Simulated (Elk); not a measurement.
Band structure of LaS₂ (P4/nmm, 6 atoms in the cell).

```
LaS2
1.0
    4.04634     0.00000     0.00000
    0.00000     4.04634     0.00000
    0.00000     0.00000     8.31768
La S
2 4
Cartesian
  0.00000   2.02317   6.02391
  2.02317   0.00000   2.29377
  0.00000   2.02317   3.02739
  2.02317   0.00000   5.29029
  0.00000   0.00000   0.00000
  2.02317   2.02317   0.00000
```

Level of theory: PBEsol, all-electron FP-LAPW, Elk's shipped species files, APW+lo basis with extra local orbitals in Elk.

Settings: xctype = 22; rgkmax = 8; stype = 3; swidth = 0.00367493 Ha; ngridk = 7 7 4; gmaxvr = 16 1/bohr; nxlo = 2; lorbcnd = true; lmaxi = 3.

The starting cell comes from a database of computed structures (which also holds hypothetical and non-ambient phases and stackings), without a prior relaxation at this level. Values depend on the basis (sphere radii, cutoffs, local orbitals), which need not be converged.

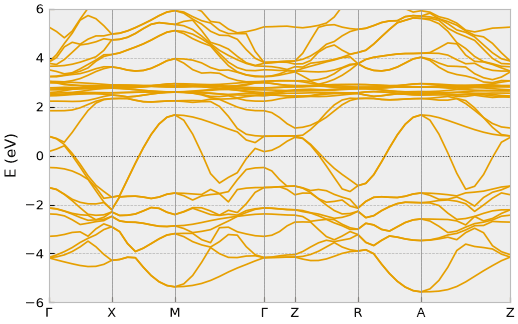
Bands along the path, energies from the Fermi level.

Levels in eV from the Fermi level, bands 19 to 26:
```csv
point,19,20,21,22,23,24,25,26
Γ,-2.14,-1.31,-1.31,-0.49,0.16,0.79,0.79,1.83
X,-2.30,-2.30,-2.21,-2.21,-1.70,-1.70,2.32,2.32
M,-2.41,-2.41,-1.53,-1.53,1.66,1.66,2.23,2.23
Z,-2.22,-1.60,-1.25,-1.25,0.74,0.80,0.80,1.12
R,-2.28,-2.28,-2.15,-2.15,-1.23,-1.23,2.33,2.33
A,-1.93,-1.93,-1.53,-1.53,1.66,1.66,2.33,2.33
```

Bands cross the Fermi level along this path, so the cell is metallic at this level.
